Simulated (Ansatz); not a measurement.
Take KZnF₃ in the cubic perovskite structure (space group Pm-3m, No. 221; a = 4.053 Å) as the base.

The change: Ge takes the place of Zn on all its sites, then cell and atoms are relaxed.

Level of theory: PBEsol (Ansatz, a first-principles code, PAW, no SOC), earlier PAW set.

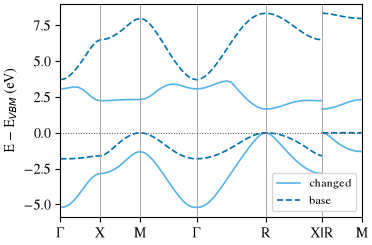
Highest valence and lowest conduction band along the path, each from its own valence-band maximum

The gap is 1.66 eV, direct at R; the base has 3.70 eV.

Whether these cells are dynamically stable was not tested. As relaxed here, KGeF3 is a hypothetical phase, not in the database extracts checked. Many cubic perovskites are stable only at high temperature; tilts and polar distortions were not tested.
